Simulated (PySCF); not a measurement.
# C₅H₁₀, SMILES `C/C=C/CC`: electronic structure

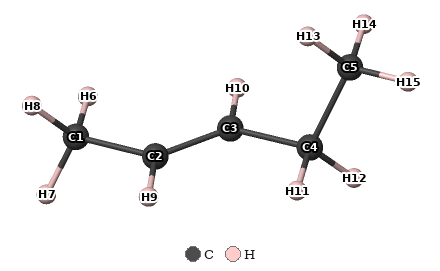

The molecule, with its atoms numbered as below. No frequency check shows the geometry to be a minimum.

Cartesian coordinates (Å):

```
C1      -2.5016    0.2730    0.0477
C2      -1.1511   -0.3317    0.2450
C3      -0.0614    0.0221   -0.4143
C4       1.2946   -0.5754   -0.2079
C5       2.2949    0.4786    0.2671
H6      -2.4754    1.0468   -0.7155
H7      -3.2182   -0.4918   -0.2514
H8      -2.8580    0.7110    0.9800
H9      -1.0997   -1.1180    0.9882
H10     -0.1111    0.8103   -1.1556
H11      1.2357   -1.3830    0.5245
H12      1.6482   -0.9996   -1.1526
H13      1.9729    0.9032    1.2155
H14      2.3734    1.2841   -0.4599
H15      3.2801    0.0376    0.4012
```

Part 1: Bonding charge

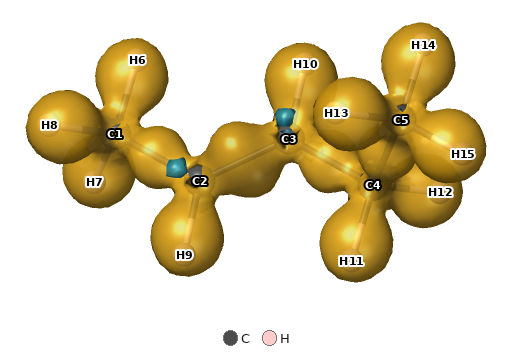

Deformation density (molecule less spherical, spin-averaged free atoms at the same positions), surfaces at ±0.15 e/Å³; yellow: gain, teal: loss.

PySCF calculation, PBE0/def2-TZVP, gas phase; geometry: GFN2-xTB.

How much density has each bond gained at its critical point, relative to the free atoms?

Answer. The five largest and four smallest: C2–C3: +0.79 e/Å³ at the bond critical point (bond length 1.32 Å, Mayer order 2.0). C2–H9: +0.75 e/Å³ at the bond critical point (bond length 1.08 Å, Mayer order 0.9). C3–H10: +0.74 e/Å³ at the bond critical point (bond length 1.08 Å, Mayer order 0.9). C4–H11: +0.72 e/Å³ at the bond critical point (bond length 1.09 Å, Mayer order 1.0). C5–H13: +0.71 e/Å³ at the bond critical point (bond length 1.09 Å, Mayer order 1.0). C1–H8: +0.70 e/Å³ at the bond critical point (bond length 1.09 Å, Mayer order 1.0). C3–C4: +0.52 e/Å³ at the bond critical point (bond length 1.50 Å, Mayer order 1.0). C1–C2: +0.51 e/Å³ at the bond critical point (bond length 1.49 Å, Mayer order 1.0). C4–C5: +0.46 e/Å³ at the bond critical point (bond length 1.53 Å, Mayer order 1.0). In all, 3.2 electrons gather in the regions of gain relative to the promolecule.

Where do the Hirshfeld charges lie?

Answer. The highest Hirshfeld charge is on H6 (+0.04 e), the lowest on C1 (−0.12 e).

Part 2: Bond critical points

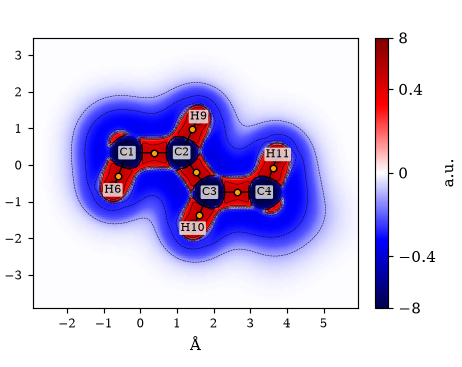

Negative Laplacian of the density (−∇²ρ) in a plane through 8 of the atoms (red positive, blue negative, colour scale in a.u., logarithmic beyond ±0.04), with bond paths and bond critical points (dots).

At which bond critical points in this plane is charge locally concentrated, and at which depleted?

Answer. Concentrated (∇²ρ < 0): C2–C3 (−1.11 a.u.); C2–H9 (−1.00 a.u.); C3–H10 (−1.00 a.u.); C1–H6 (−0.96 a.u.); C4–H11 (−0.96 a.u.); C3–C4 (−0.69 a.u.); C1–C2 (−0.69 a.u.). At none is it depleted.

Where along C2–H9 does the critical point lie?

Answer. 0.69 Å from C2 and 0.39 Å from H9.

Part 3: Local ionisation energy

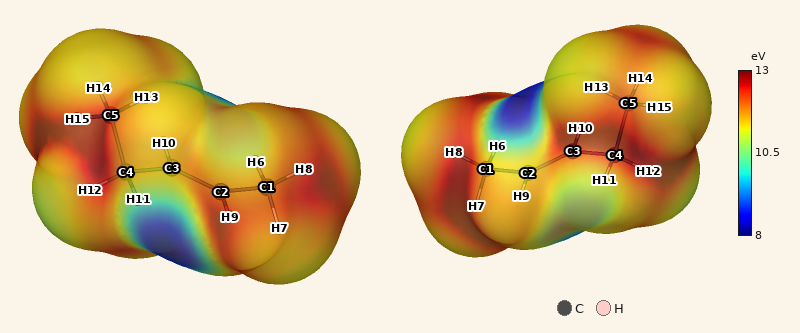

Average local ionisation energy on the surface of electron density 0.001 a.u. (back view left, front view right).

Locate the minima of the map.

Answer. The lowest value is 8.2 eV, off the C2–C3 bond (2.1 to 2.2 Å from its atoms). Further minima include 10.9 eV, 1.4 Å from H12; 11.0 eV, 1.4 Å from H11. For comparison, the highest occupied orbital lies at −6.9 eV.

What volume does the surface enclose, and what is the dipole moment?

Answer. About 127 Å³; the dipole moment is 0.0 D.

Part 4: Excited states

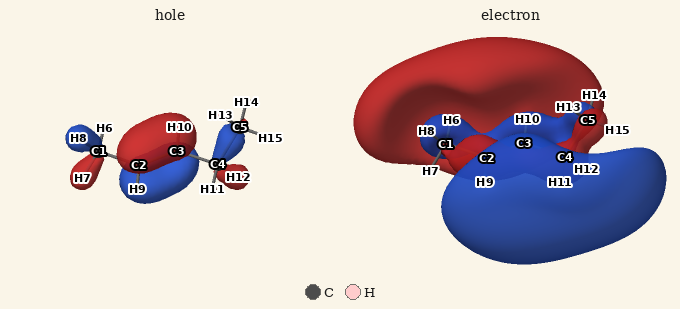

Leading natural transition orbital pair of S₃ (TDA singlet states); the surfaces enclose about 70 % of each orbital's density.

PySCF calculation, PBE0/6-31+G*, gas phase; geometry: GFN2-xTB.

Where does the state lie, and where do hole and electron sit?

Answer. 6.82 eV (182 nm), f = 0.010, diffuse (Rydberg-like) orbital; the leading pair carries 100 %; hole on C2 and C3 (34 % each) and C1 and C4 (6 % each), electron on C1 (15 %), C3 and C4 (11 % each) and H6 and H10 (10 % each) (atom shares of so diffuse an orbital are rough); their centroids lie 0.3 Å apart; S₂ lies within 0.1 eV of it. In canonical orbitals it is mainly HOMO → LUMO+3 (78 %). The HOMO–LUMO gap is 7.40 eV.

Part 5: Removing or adding an electron

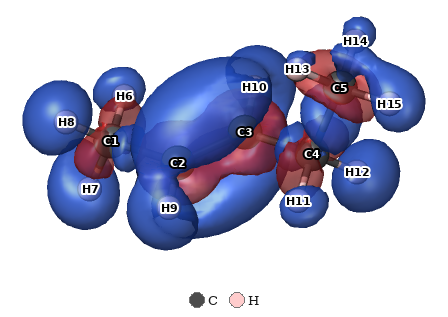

Fukui function f⁻ = ρ(N) − ρ(N−1) at fixed geometry, surfaces at ±0.015 e/Å³ (blue positive, red negative).

Computed with PySCF, CAM-B3LYP/6-31+G*, geometry: GFN2-xTB.

On which atoms does the density change most on removal of an electron?

Answer. f⁻ (Hirshfeld-condensed) is largest on C2 (0.21) and C3 (0.20); the vertical ionisation energy is 9.06 eV. Condensed values hint at sites of electrophilic attack but needn't mark the atom that reacts. Shares this close don't rank the sites. Orbital relaxation makes it negative in places (0.24 e in all).
